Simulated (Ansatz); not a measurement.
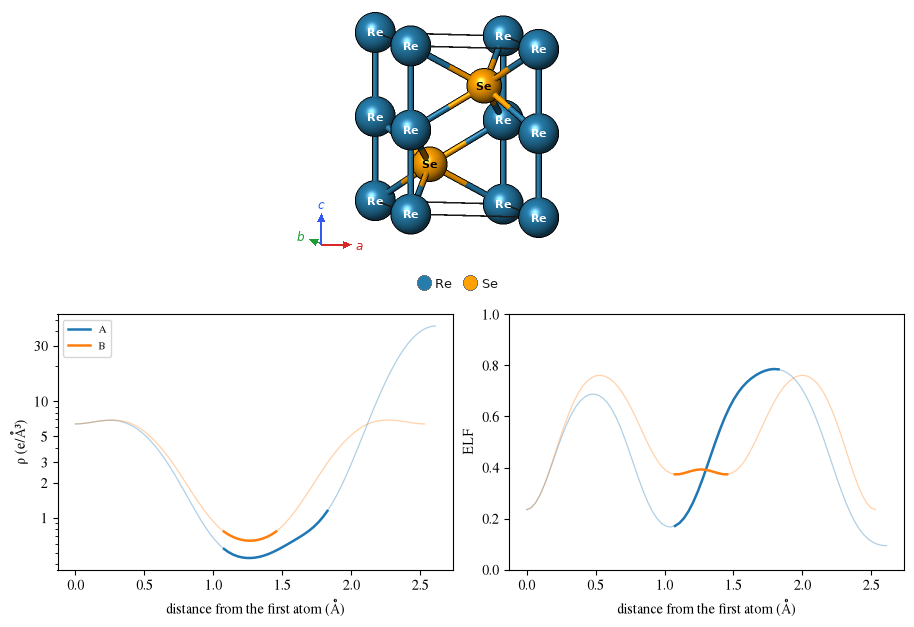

Figure. ReSe. Valence charge density (pseudo) and electron localisation function along straight lines between neighbouring atoms. Thin, pale parts lie inside the atomic spheres. The structure is drawn too.

Space group P6₃/mmc; started from the NiAs prototype, which need not be the ambient phase; the program warned that a starting moment wasn't kept; spin-polarised, but the moments vanished.

These are results of DFT PBEsol, scalar-relativistic, plane waves, PAW in Ansatz 0.2.0, not measurements.

The density is the valence pseudo-density of a PAW calculation; it isn't the true density close to the nuclei.

Input file:

```
crystal:
  lattice:
    - [3.9528637885, 0.0, 0.0]
    - [-1.9764318943, 3.4232804585, 0.0]
    - [0.0, 0.0, 5.05946164]
  atoms:
    - { symbol: Re, position: [0.0, 0.0, 0.0], spin: 0.05 }
    - { symbol: Re, position: [0.0, 0.0, 0.5], spin: 0.05 }
    - { symbol: Se, position: [0.3333333333, 0.6666666667, 0.25] }
    - { symbol: Se, position: [0.6666666667, 0.3333333333, 0.75] }
basis:
  ecutwfc: 420
  ecutrho_ratio: 4
kpoints:
  mp_grid: { grid: [10, 10, 6] }
  band_path:
    path:
      - [[0.0, 0.0, 0.0], [0.5, 0.0, 0.0], [0.33333333, 0.33333333, 0.0], [0.0, 0.0, 0.0], [0.0, 0.0, 0.5], [0.5, 0.0, 0.5], [0.33333333, 0.33333333, 0.5], [0.0, 0.0, 0.5]]
      - [[0.5, 0.0, 0.5], [0.5, 0.0, 0.0]]
      - [[0.33333333, 0.33333333, 0.5], [0.33333333, 0.33333333, 0.0]]
    npoints: 14
hamiltonian:
  xc: pbesol
scf:
  occupations: { method: gaussian, width: 0.05 }
  lower_state_search: "off"
  n_extra_bands: 20
output:
  forces: true
  stress: true
  eigenvalues: true
  populations: true
  dos: { projected: true, de: 0.02, nscf_kmesh: { grid: [15, 15, 9] } }
  bader: false
  write_density: true
  write_potential: true
  elf: true
  volumetric_format: npy
magnetization:
  spin_polarized: true
checkpoint:
  read: start.run
  write: ck
  compress: false
  write_wavefunctions: false
  write_every: 100000
```

Command:

```sh
ansatz run input.yaml --threads 4 --pin off --max-ram 4096MiB --backend cpu --events-out ev --progress --plain --runs-dir out
```

Below, planes, directions and counts refer to the conventional cell (a = 3.95 Å, b = 3.95 Å, c = 5.06 Å, α = 90.00°, β = 90.00°, γ = 120.00°).

Which curve belongs to which contact (Re–Re and Re–Se)? The first atom named is at distance zero.

Curve A: Re–Se (2.61 Å): the density is about 0.46 e/Å³ at the midpoint; the ELF is about 0.40 at the midpoint. Curve B: Re–Re (2.53 Å): ρ at the midpoint is about 0.64 e/Å³; the ELF is about 0.40 at the midpoint.
